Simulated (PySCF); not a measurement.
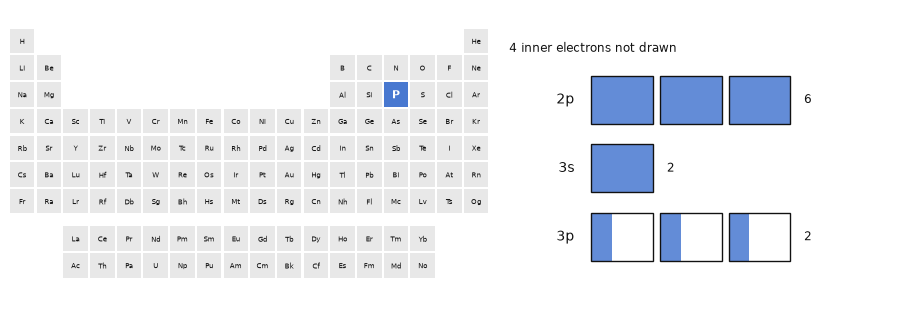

Left, the place of phosphorus in the periodic table; right, the outer shells of the nominal configuration: a box for each of the 2l + 1 orbitals, shaded by the share of the shell that is filled, with the electron count at the right.

# P⁺: atomic calculation

- system: P⁺, configuration 1s2 2s2 2p6 3s2 3p2, multiplicity 3.
- method: unrestricted M06-L, Sapporo-DZP-2012, spin-free X2C-1e, Gaussian nucleus (PySCF)

### Input
```python
from pyscf import gto, scf, dft, mp, cc
import basis_set_exchange as bse
mol = gto.M(atom="P 0 0 0", charge=1, spin=2, symmetry="D2h",
            basis=gto.basis.parse(bse.get_basis("Sapporo-DZP-2012", elements=["P"], fmt="nwchem", header=False)),
            nucmod="G")
mf = dft.UKS(mol, xc="M06L").sfx2c1e()
mf.irrep_nelec = {'Ag': (3, 3), 'B1u': (2, 1), 'B2u': (2, 1), 'B3u': (1, 1)}
mf.kernel()
```

The script is an equivalent of what the driver set up; the driver started from orbitals of its own, so the log can be shorter than this script's would be, and it computed the properties (radii, ⟨L²⟩, response) afterwards. It also set what the script leaves out: ang = 6. It held the occupations shell by shell, which the script's counts by irreducible representation don't always enforce.

The run was one of a batch that the task file lists, launched with:
```bash
OMP_NUM_THREADS=1 python <driver script> TASK.json OUT
```

### The program's output (extracts)
```
damping factor = 0
level_shift factor = 0
DIIS = <class 'pyscf.scf.diis.CDIIS'>
diis_start_cycle = 1
diis_space = 10
diis_damp = 0
SCF conv_tol = 1e-09
SCF conv_tol_grad = None
number electrons alpha = 8  beta = 6
XC functionals = M06L
    Y. Zhao and D. G. Truhlar.,  J. Chem. Phys. 125, 194101 (2006)
    Y. Zhao and D. G. Truhlar.,  J. Chem. Phys. 125, 194101 (2006)
    Y. Zhao and D. G. Truhlar.,  Theor. Chem. Acc. 120, 215 (2008)
cycle= 1 E= -341.675877234532  delta_E= -0.0744  |g|= 0.133  |ddm|= 0.35
cycle= 2 E= -341.675660101906  delta_E= 0.000217  |g|= 0.235  |ddm|= 0.26
cycle= 3 E= -341.669757111581  delta_E= 0.0059  |g|= 0.119  |ddm|= 0.12
cycle= 4 E= -341.6779616833  delta_E= -0.0082  |g|= 0.0929  |ddm|= 0.12
cycle= 5 E= -341.683395031908  delta_E= -0.00543  |g|= 0.0846  |ddm|= 0.0937
cycle= 6 E= -341.679866573694  delta_E= 0.00353  |g|= 0.0883  |ddm|= 0.0942
cycle= 7 E= -341.652110114048  delta_E= 0.0278  |g|= 0.191  |ddm|= 0.571
cycle= 8 E= -341.643993577873  delta_E= 0.00812  |g|= 0.163  |ddm|= 0.34
cycle= 9 E= -341.649941197841  delta_E= -0.00595  |g|= 0.168  |ddm|= 0.0907
cycle= 10 E= -341.658634146147  delta_E= -0.00869  |g|= 0.162  |ddm|= 0.0908
[... 30 cycles left out ...]
SCF not converged.
SCF energy = -341.745365800564 after 40 cycles  <S^2> = 2.8192811  2S+1 = 3.5038728

damping factor = 0
level_shift factor = 0.3
DIIS = <class 'pyscf.scf.diis.CDIIS'>
diis_start_cycle = 1
diis_space = 10
diis_damp = 0
SCF conv_tol = 1e-09
SCF conv_tol_grad = None
number electrons alpha = 8  beta = 6
XC functionals = M06L
    Y. Zhao and D. G. Truhlar.,  J. Chem. Phys. 125, 194101 (2006)
    Y. Zhao and D. G. Truhlar.,  J. Chem. Phys. 125, 194101 (2006)
    Y. Zhao and D. G. Truhlar.,  Theor. Chem. Acc. 120, 215 (2008)
[... 30 cycles left out ...]
SCF not converged.
SCF energy = -341.51342469243 after 30 cycles  <S^2> = 2.3874658  2S+1 = 3.2480553

damping factor = 0.5
level_shift factor = 1.0
DIIS = <class 'pyscf.scf.diis.CDIIS'>
diis_start_cycle = 1
diis_space = 10
diis_damp = 0
SCF conv_tol = 1e-09
SCF conv_tol_grad = None
number electrons alpha = 8  beta = 6
XC functionals = M06L
    Y. Zhao and D. G. Truhlar.,  J. Chem. Phys. 125, 194101 (2006)
    Y. Zhao and D. G. Truhlar.,  J. Chem. Phys. 125, 194101 (2006)
    Y. Zhao and D. G. Truhlar.,  Theor. Chem. Acc. 120, 215 (2008)
[... 20 cycles left out ...]
cycle= 21 E= -341.557756326297  delta_E= 0.0156  |g|= 0.0884  |ddm|= 0.152
cycle= 22 E= -341.551735871432  delta_E= 0.00602  |g|= 0.0661  |ddm|= 0.078
cycle= 23 E= -341.551246927788  delta_E= 0.000489  |g|= 0.0486  |ddm|= 0.0339
cycle= 24 E= -341.549851592273  delta_E= 0.0014  |g|= 0.045  |ddm|= 0.026
cycle= 25 E= -341.548756022365  delta_E= 0.0011  |g|= 0.0422  |ddm|= 0.0201
cycle= 26 E= -341.547727960805  delta_E= 0.00103  |g|= 0.0388  |ddm|= 0.0196
cycle= 27 E= -341.546572097484  delta_E= 0.00116  |g|= 0.0365  |ddm|= 0.0244
cycle= 28 E= -341.545524428611  delta_E= 0.00105  |g|= 0.0355  |ddm|= 0.0218
cycle= 29 E= -341.543440411256  delta_E= 0.00208  |g|= 0.0364  |ddm|= 0.0494
cycle= 30 E= -341.542118695504  delta_E= 0.00132  |g|= 0.0349  |ddm|= 0.0296
SCF not conver
```

### What the run reported

- outcome: not converged
- total energy: −341.542119 hartree
- ⟨S²⟩: 2.316
- ⟨L²⟩: 3.48
- SCF iterations: 100
- hardware: 1 thread of Arm Neoverse V1, 23 GiB of memory available, shared host
- wall time: 0.55 s

### What went wrong

This input holds a deliberate fault: grid misses charge; angular grid far too coarse. The run did not meet its convergence test in 100 iterations, so its last values are not results. ⟨S²⟩ is 2.32 where a pure state of this multiplicity has 2.00, so the determinant is spin-contaminated. ⟨L²⟩ departs from that of the intended term, so the determinant mixes terms.
